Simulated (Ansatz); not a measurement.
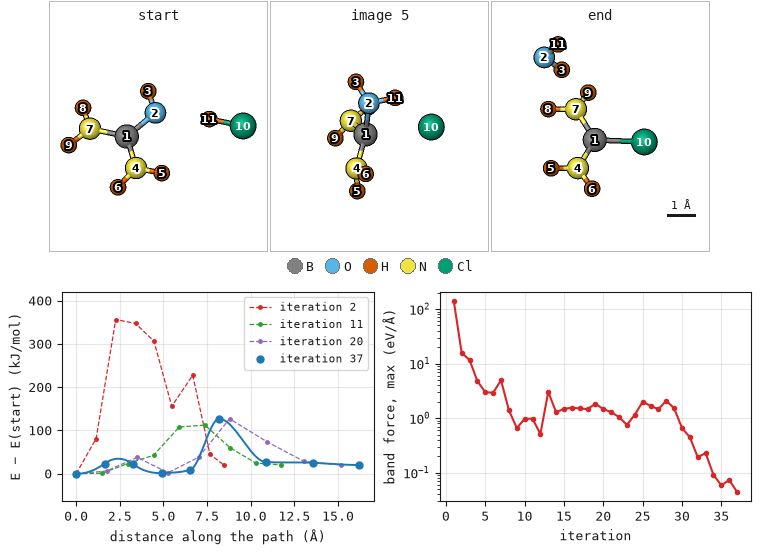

A search for the minimum-energy path of BN$_{2}$H$_{6}$OCl by the nudged elastic band. Images are numbered from 0 (start) to 8 (end). The plot follows the band through its iterations. A ball-and-stick model, seen at a tilt.

Method: RHF/def2-mTZVP (Ansatz). Run with 7 movable images; climbing image; force threshold 0.05 eV/Å; iteration limit 60; starting path through a guess of the saddle point.

**Did the band converge, and can the barrier be trusted?**

The run is converged, with reservations. The band converged in 37 iterations. The largest component of the band force went from 140 to 0.044 eV/Å. The climbing image converged on the top of the path. Its vibrational analysis gives one imaginary mode (268i cm⁻¹), as a transition state must have. The first iteration put the highest image at 2182.0 kJ/mol. The highest point, image 5, lies 126.8 kJ/mol above the start and 106.6 kJ/mol above the end; the end is at +20.2 kJ/mol relative to the start. The profile has 2 maxima (images 1, 5) with a dip at image 3 (+1.5 kJ/mol), so the process runs in steps.

Limits of the set-up: Hartree-Fock leaves out electron correlation.

The run took 8.2 min on 2 threads of Arm Neoverse V1, on a shared host, peak memory 0.27 GiB.
